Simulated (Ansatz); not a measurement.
**CH₈BGaSSn: basis-set convergence**

Aim: see how fast density functionals converge with the basis set for CH₈BGaSSn.

Computed with Ansatz 0.2.0, Gaussian basis. Level: one geometry, several basis sets.

Levels to be run: PBE0-D4/def2-SVP; ωB97M-V/def2-SVP; PBE0-D4/def2-QZVPP; ωB97M-V/def2-QZVPP; the functionals' def2-TZVPP values are taken from earlier runs.

**1. Structure used throughout**

The geometry comes from an earlier relaxation with PBE0-D4 in a triple-zeta def2 set; it is a stationary point, not always the lowest conformer. Sn takes the def2 core potential; no spin-orbit term is included.

SMILES `C[B]([SnH3])[S][GaH2]`, 13 atoms, charge 0, spin multiplicity 1.

Atoms are counted from 1 here; the program's logs count them from 0.

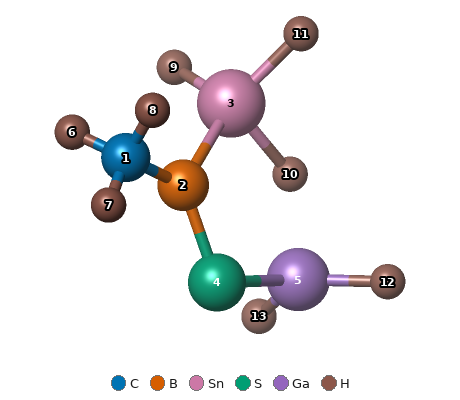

The structure; carbon blue, boron orange, tin pink, sulfur teal, gallium purple, hydrogen brown; atoms are numbered from 1 in the order of the file.

**2. PBE0-D4 in def2-SVP**

File in.yaml:

```yaml
crystal:
  periodic: [false, false, false]
  atoms:
    - {symbol: C, position_ang: [-1.954663, 0.427638, 1.425099]}
    - {symbol: B, position_ang: [-0.878023, 0.071197, 0.353441]}
    - {symbol: Sn, position_ang: [1.332407, 0.391860, 0.676515]}
    - {symbol: S, position_ang: [-1.252507, -0.616351, -1.219902]}
    - {symbol: Ga, position_ang: [0.804506, -0.867657, -2.253488]}
    - {symbol: H, position_ang: [-1.900569, 1.491324, 1.685295]}
    - {symbol: H, position_ang: [-2.973286, 0.204814, 1.099460]}
    - {symbol: H, position_ang: [-1.764172, -0.115321, 2.358316]}
    - {symbol: H, position_ang: [2.042201, 1.948089, 0.685478]}
    - {symbol: H, position_ang: [1.917608, -0.217918, -0.922793]}
    - {symbol: H, position_ang: [2.256059, -0.587404, 1.731669]}
    - {symbol: H, position_ang: [1.297137, -2.351539, -2.276059]}
    - {symbol: H, position_ang: [1.073292, 0.221269, -3.343040]}
basis:
  gaussian: {orbitals: def2-SVP}
hamiltonian: {xc: pbe0, dispersion: d4}
output: {orbitals: {seedname: orbitals}}
```

Started as:

```bash
$ ansatz run in.yaml --threads 4 --pin off --events-out ev --progress --plain --max-ram 10444MiB
```

What it wrote:

```text
Functional definition: PBE0
  name "PBE0"
  cite "Adamo & Barone, J. Chem. Phys. 110, 6158 (1999) doi:10.1063/1.478522"
  cite "Perdew, Burke & Ernzerhof, Phys. Rev. Lett. 77, 3865 (1996) doi:10.1103/PhysRevLett.77.3865"
  parent pbe
  parameter a = 0.25
  parameter kappa = 0.804
  parameter beta = 0.06672455060314922
  exchange = (1 - a)*pbe_x(kappa = kappa, mu = beta*pi^2/3) + a*exact_x
  correlation = pbe_c(beta = beta)
1528 factors; integrals over basis functions are off by at most 1.1e-3 eV
mean field evaluation 1: about -70859.9109 eV, gradient 4.7e1 eV
mean field evaluation 2: about -70857.3643 eV, gradient 5.5e1 eV
mean field evaluation 4: about -70864.9657 eV, gradient 3.1e0 eV
mean field evaluation 8: about -70865.0686 eV, gradient 2.2e-1 eV
mean field evaluation 16: about -70865.0687 eV, gradient 5.6e-5 eV
mean field -70865.06870188 eV, -2604.2432407252 hartree, gradient 1.2e-5 eV, S^2 0.000000; 0 other end points of the search recorded, 0 dependent functions left out
reference -70865.06874051 eV, -2604.2432421449 hartree; 44, 44 occupied and 100, 100 virtual orbitals, 1528 factors
Total energy: -70865.40895387 eV, -2604.2557447554 hartree
```

Wall time 2.6 s (4 threads of Arm Neoverse V2, shared host); peak memory 0.44 GiB.

**3. ωB97M-V in def2-SVP**

in.yaml, as its differences from that of step 2:

```diff
@@ -18,3 +18,3 @@
   gaussian: {orbitals: def2-SVP}
-hamiltonian: {xc: pbe0, dispersion: d4}
+hamiltonian: {xc: {name: wB97M-V}}
 output: {orbitals: {seedname: orbitals}}
```

The command is unchanged.

What it wrote, cut to the lines that bear on the results:

```text
Functional definition: wB97M-V
  name "wB97M-V"
  cite "Mardirossian & Head-Gordon, J. Chem. Phys. 144, 214110 (2016) doi:10.1063/1.4952647"
  cite "Becke, J. Chem. Phys. 107, 8554 (1997) doi:10.1063/1.475007"
  cite "Vydrov & Van Voorhis, J. Chem. Phys. 133, 244103 (2010) doi:10.1063/1.3521275"
  # Of w^i u^j: cxij and so on, Table III.
[...]
  gx(w, u) = 1 - cx + cx01*u + cx10*w
  gss(w, u) = css00 + css04*u^4 + css10*w + css20*w^2 + css43*w^4*u^3
  gos(w, u) = cos00 + cos10*w + (cos20 + cos21*u)*w^2 + (cos60 + cos61*u)*w^6
[...]
      + integral(e_c_pw_mod_opposite_spin*gos(b97_w_opposite, b97_u_opposite)) + vv10(b, c)
1528 factors; integrals over basis functions are off by at most 1.1e-3 eV
449 factors; integrals over basis functions are off by at most 7.8e-6 eV
[...]
mean field -70871.66815713 eV, -2604.4857662325 hartree, gradient 2.2e-5 eV, S^2 0.000000; 0 other end points of the search recorded, 0 dependent functions left out
reference -70871.66821857 eV, -2604.4857684904 hartree; 44, 44 occupied and 100, 100 virtual orbitals, 1528 factors
Total energy: -70871.66821857 eV, -2604.4857684904 hartree
```

Run time: 11 s. Hardware: 4 threads of Arm Neoverse V2, shared host; peak memory 0.65 GiB.

**4. PBE0-D4 in def2-QZVPP**

in.yaml, as its differences from that of step 3:

```diff
@@ -17,4 +17,4 @@
 basis:
-  gaussian: {orbitals: def2-SVP}
-hamiltonian: {xc: {name: wB97M-V}}
+  gaussian: {orbitals: "def2-QZVPP.json"}
+hamiltonian: {xc: pbe0, dispersion: d4}
 output: {orbitals: {seedname: orbitals}}
```

Launched as before.

What it wrote:

```text
Functional definition: PBE0
  name "PBE0"
  cite "Adamo & Barone, J. Chem. Phys. 110, 6158 (1999) doi:10.1063/1.478522"
  cite "Perdew, Burke & Ernzerhof, Phys. Rev. Lett. 77, 3865 (1996) doi:10.1103/PhysRevLett.77.3865"
  parent pbe
  parameter a = 0.25
  parameter kappa = 0.804
  parameter beta = 0.06672455060314922
  exchange = (1 - a)*pbe_x(kappa = kappa, mu = beta*pi^2/3) + a*exact_x
  correlation = pbe_c(beta = beta)
2293 factors; their error is unknown
mean field evaluation 1: about -70871.2580 eV, gradient 6.0e1 eV
mean field evaluation 2: about -70865.1381 eV, gradient 7.7e1 eV
mean field evaluation 4: about -70879.0210 eV, gradient 5.4e0 eV
mean field evaluation 8: about -70879.0852 eV, gradient 1.9e-1 eV
mean field evaluation 16: about -70879.3096 eV, gradient 1.2e-4 eV
mean field -70879.30957167 eV, -2604.7665830373 hartree, gradient 2.7e-5 eV, S^2 0.000000; 0 other end points of the search recorded, 0 dependent functions left out
reference -70879.30962740 eV, -2604.7665850855 hartree; 44, 44 occupied and 551, 551 virtual orbitals, 2293 factors
Total energy: -70879.64984077 eV, -2604.7790876960 hartree
```

Run time: 25 s. Hardware: 4 threads of Arm Neoverse V2, shared host; peak memory 3 GiB.

**5. ωB97M-V in def2-QZVPP**

in.yaml, as its differences from that of step 4:

```diff
@@ -18,3 +18,3 @@
   gaussian: {orbitals: "def2-QZVPP.json"}
-hamiltonian: {xc: pbe0, dispersion: d4}
+hamiltonian: {xc: {name: wB97M-V}}
 output: {orbitals: {seedname: orbitals}}
```

The command is unchanged.

What it wrote, cut to the lines that bear on the results:

```text
Functional definition: wB97M-V
  name "wB97M-V"
  cite "Mardirossian & Head-Gordon, J. Chem. Phys. 144, 214110 (2016) doi:10.1063/1.4952647"
  cite "Becke, J. Chem. Phys. 107, 8554 (1997) doi:10.1063/1.475007"
  cite "Vydrov & Van Voorhis, J. Chem. Phys. 133, 244103 (2010) doi:10.1063/1.3521275"
  # Of w^i u^j: cxij and so on, Table III.
[...]
  gx(w, u) = 1 - cx + cx01*u + cx10*w
  gss(w, u) = css00 + css04*u^4 + css10*w + css20*w^2 + css43*w^4*u^3
  gos(w, u) = cos00 + cos10*w + (cos20 + cos21*u)*w^2 + (cos60 + cos61*u)*w^6
[...]
      + integral(e_c_pw_mod_opposite_spin*gos(b97_w_opposite, b97_u_opposite)) + vv10(b, c)
2243 factors; their error is unknown
525 factors; integrals over basis functions are off by at most 7.5e-6 eV
[...]
mean field -70885.97339250 eV, -2605.0114739359 hartree, gradient 8.1e-5 eV, S^2 0.000000; 0 other end points of the search recorded, 0 dependent functions left out
reference -70885.97348062 eV, -2605.0114771743 hartree; 44, 44 occupied and 551, 551 virtual orbitals, 2243 factors
Total energy: -70885.97348062 eV, -2605.0114771743 hartree
```

Wall time 51 s (4 threads of Arm Neoverse V2, shared host); peak memory 3.7 GiB.

**6. Density functionals: the series**

The def2-TZVPP values come from earlier runs at the same geometry.

```csv
functional,basis,functions,energy (eV),from the largest (eV),HOMO (eV),LUMO (eV)
PBE0-D4,def2-SVP,144,-70865.4090,14.241,-7.15,-1.39
PBE0-D4,def2-TZVPP,314,-70877.9857,1.664,-7.18,-1.50
PBE0-D4,def2-QZVPP,595,-70879.6498,0.000,-7.18,-1.53
ωB97M-V,def2-SVP,144,-70871.6682,14.305,-9.12,0.43
ωB97M-V,def2-TZVPP,314,-70884.3584,1.615,-9.18,0.24
ωB97M-V,def2-QZVPP,595,-70885.9735,0.000,-9.19,0.12
```

**7. Results**

| quantity | value |
| --- | --- |
| PBE0-D4: double and triple zeta above quadruple | 14.24, 1.66 eV |
| ωB97M-V: double and triple zeta above quadruple | 14.31, 1.62 eV |

For PBE0-D4 the step from double to triple zeta gains 12.58 eV and the next only 1.66 eV. Total energies overstate the basis error of differences, where much of it tends to cancel.

For PBE0-D4 the largest set took about 10 times as long as the smallest (25 s against 2.6 s).
